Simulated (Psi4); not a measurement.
**UCCSD(T)/6-31G(d) (Cholesky decomposition, spherical functions, cholesky tolerance 1e-05, sweep point 7) run of C2H4B (SMILES B[C]=C)**

Aim: the vertical doublet–quartet gap of C2H4B at UCCSD(T)/6-31G* (Cholesky decomposition, spherical functions, cholesky tolerance 1e-05, sweep point 7), from 2 runs. 

Program for the calculation: Psi4 1.11.

2 further runs of the same task are left out: 2 set aside as unsound or not needed.

## Step 1: The system as given

The species is C2H4B (7 atoms), meant as a doublet with charge 0. As SMILES, `B[C]=C`. The shape is that of a GFN2-xTB optimisation.

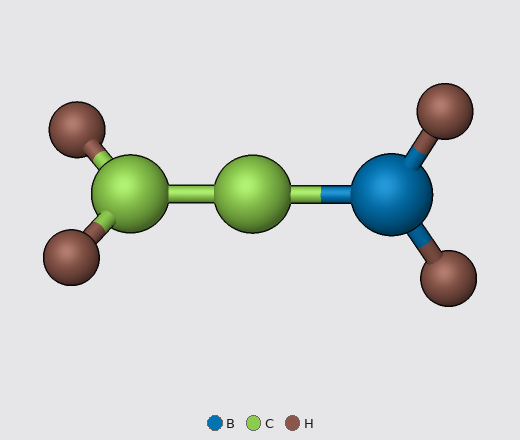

Viewed from a chosen angle; boron blue, carbon green, hydrogen brown.

## Step 2: The energy at UCCSD(T)/6-31G(d) (Cholesky decomposition, spherical functions, cholesky tolerance 1e-05, sweep point 7)

File job.in:

```
memory 1600 MB

molecule geom {
  0 2
  B     -1.075830     0.425360    -0.773780
  C      0.057000    -0.020470     0.039540
  C      1.051750    -0.415380     0.756660
  H     -2.062370    -0.207830    -0.792290
  H     -0.989160     1.411380    -1.402080
  H      1.668510    -1.268180     0.495290
  H      1.350100     0.075110     1.676660
  symmetry c1
}

set {
  reference uhf
  puream true
  scf_type cd
  num_frozen_docc 3
  cholesky_tolerance 1e-05
  maxiter 150
}

E, wfn = energy('ccsd(t)/6-31G*', return_wfn=True)
```

Command:

```sh
$ psi4 -i job.in -o job.out -n 1
```

job.out:

```text
[...]
  Running in c1 symmetry.
[...]
  Nuclear repulsion =   51.996406147714772
[...]
  Multiplicity = 2
[...]
  Nalpha       = 11
  Nbeta        = 10
[...]
    Number of basis functions: 50
[...]
   @UHF iter   1:  -102.59711000134953   -9.84945e-01   4.64019e-03 ADIIS/DIIS
[...]
   @UHF iter  19:  -102.66062830676476   -1.37845e-12   3.86652e-09 DIIS
[...]
   @S^2 Observed:                8.660475836E-01
[...]
    Orbital Energies [Eh]
    ---------------------
    Alpha Occupied:
       1A    -11.254914     2A    -11.229223     3A     -7.588867
       4A     -1.060011     5A     -0.828309     6A     -0.679977
       7A     -0.621201     8A     -0.556552     9A     -0.526102
      10A     -0.394741    11A     -0.365306
    Alpha Virtual:
      12A      0.128264    13A      0.185222    14A      0.272829
      15A      0.317495    16A      0.348247    17A      0.349549
      18A      0.437498    19A      0.480266    20A      0.580145
      21A      0.592412    22A      0.633472    23A      0.643316
      24A      0.818556    25A      0.840158    26A      0.893366
[...]
  @UHF Final Energy:  -102.66062830676476
   => Energetics <=
    Nuclear Repulsion Energy =             51.9964061477147723
    One-Electron Energy =                -239.6452727431600920
    Two-Electron Energy =                  84.9882382886805630
    Total Energy =                       -102.6606283067647638
  UHF NO Occupations:
  HONO-2 :    9  A 1.9972186
  HONO-1 :   10  A 1.9460584
[...]
 Multipole Moments:
 ------------------------------------------------------------------------------------
     Multipole            Electronic (a.u.)      Nuclear  (a.u.)        Total (a.u.)
 ------------------------------------------------------------------------------------
 L = 1.  Multiply by 2.5417464519 to convert [e a0] to [Debye]
 Dipole X            :         -0.5508699            0.8928541            0.3419842
 Dipole Y            :          0.2222925           -0.3573804           -0.1350879
 Dipole Z            :         -0.3979137            0.6443451            0.2464314
 Magnitude           :                                                    0.4426402
[...]
      * MP2 total energy                      = -102.950804885213316
[...]
      * CCSD total energy                     = -102.994594017761742
[...]
      * CCSD(T) total energy                     = -103.006086687000689
[...]
```

Wall time 11 s (1 thread of Intel Xeon Platinum 8488C (Sapphire Rapids), shared host); peak memory 0.24 GiB.

## Step 3: The quartet at the same level

File calc.inp:

```
memory 1600 mb

molecule {
  0 4
  B     -1.075830     0.425360    -0.773780
  C      0.057000    -0.020470     0.039540
  C      1.051750    -0.415380     0.756660
  H     -2.062370    -0.207830    -0.792290
  H     -0.989160     1.411380    -1.402080
  H      1.668510    -1.268180     0.495290
  H      1.350100     0.075110     1.676660
  symmetry c1
}

set reference uhf
set puream true
set scf_type cd
set num_frozen_docc 3
set cholesky_tolerance 1e-05
set maxiter 150

e, wfn = energy("ccsd(t)/6-31G*", return_wfn=True)
```

Command:

```sh
$ psi4 -n 1 calc.inp calc.out
```

calc.out:

```text
[...]
  Running in c1 symmetry.
[...]
  Nuclear repulsion =   51.996406147714772
[...]
  Multiplicity = 4
[...]
  Nalpha       = 12
  Nbeta        = 9
[...]
    Number of basis functions: 50
[...]
   @UHF iter   1:  -102.40053867382120   -7.88374e-01   5.31177e-03 ADIIS/DIIS
[...]
   @UHF iter  16:  -102.52534234659406   -5.13012e-12   5.46543e-09 DIIS
[...]
   @S^2 Observed:                3.771545023E+00
[...]
    Orbital Energies [Eh]
    ---------------------
    Alpha Occupied:
       1A    -11.243989     2A    -11.238501     3A     -7.578703
       4A     -1.122908     5A     -0.856390     6A     -0.693578
       7A     -0.644361     8A     -0.583261     9A     -0.557403
      10A     -0.479724    11A     -0.379009    12A     -0.237850
    Alpha Virtual:
      13A      0.145546    14A      0.253251    15A      0.323198
      16A      0.337266    17A      0.350102    18A      0.425419
      19A      0.463635    20A      0.570081    21A      0.588951
      22A      0.639682    23A      0.642483    24A      0.743173
      25A      0.813307    26A      0.854669    27A      0.929754
[...]
  @UHF Final Energy:  -102.52534234659406
   => Energetics <=
    Nuclear Repulsion Energy =             51.9964061477147723
    One-Electron Energy =                -239.4593273638184598
    Two-Electron Energy =                  84.9375788695096361
    Total Energy =                       -102.5253423465940585
  UHF NO Occupations:
  HONO-2 :   10  A 1.0000000
  HONO-1 :   11  A 1.0000000
[...]
 Multipole Moments:
 ------------------------------------------------------------------------------------
     Multipole            Electronic (a.u.)      Nuclear  (a.u.)        Total (a.u.)
 ------------------------------------------------------------------------------------
 L = 1.  Multiply by 2.5417464519 to convert [e a0] to [Debye]
 Dipole X            :         -0.3851467            0.8928541            0.5077074
 Dipole Y            :          0.1569903           -0.3573804           -0.2003901
 Dipole Z            :         -0.2788809            0.6443451            0.3654642
 Magnitude           :                                                    0.6568768
[...]
      * MP2 total energy                      = -102.778532436147870
[...]
      * CCSD total energy                     = -102.823235905053266
[...]
      * CCSD(T) total energy                     = -102.830876926723974
[...]
```

It took 11 s on 1 thread of Intel Xeon Platinum 8488C (Sapphire Rapids), shared host; peak memory 0.24 GiB.

## Step 4: Outcome

Level: UCCSD(T)/6-31G* (Cholesky decomposition, spherical functions, cholesky tolerance 1e-05, sweep point 7), 3 core orbitals frozen.

| quantity | value |
| --- | --- |
| doublet: total energy | -103.00609 Eh |
| doublet: HOMO energy (Hartree–Fock orbitals) (highest over α and β) | -9.94 eV |
| doublet: LUMO energy (Hartree–Fock orbitals) (lowest over α and β) | 1.34 eV |
| doublet: correlation energy (3 core orbitals frozen) | -345.5 mEh |
| doublet: (T) correction | -11.49 mEh |
| doublet: ⟨S²⟩ of the reference determinant | 0.866 |
| doublet: T1 diagnostic | 0.048 |
| quartet: total energy | -102.83088 Eh |
| quartet: HOMO energy (Hartree–Fock orbitals) (highest over α and β) | -6.47 eV |
| quartet: LUMO energy (Hartree–Fock orbitals) (lowest over α and β) | 0.98 eV |
| quartet: correlation energy (3 core orbitals frozen) | -305.5 mEh |
| quartet: (T) correction | -7.64 mEh |
| quartet: ⟨S²⟩ of the reference determinant | 3.772 |
| quartet: T1 diagnostic | 0.036 |
| vertical energy of the quartet above the doublet | 4.768 eV |

At this shape the quartet lies 4.77 eV (110 kcal/mol) above the doublet. ⟨S²⟩ (doublet) is 0.87 where a pure doublet has 0.75: the reference is spin-contaminated. The T1 diagnostic (doublet) of 0.048 is above the customary mark for such species, so a single reference may not serve. The triples (doublet) make up 3.3 % of the correlation energy. The triples (quartet) make up 2.5 % of the correlation energy.
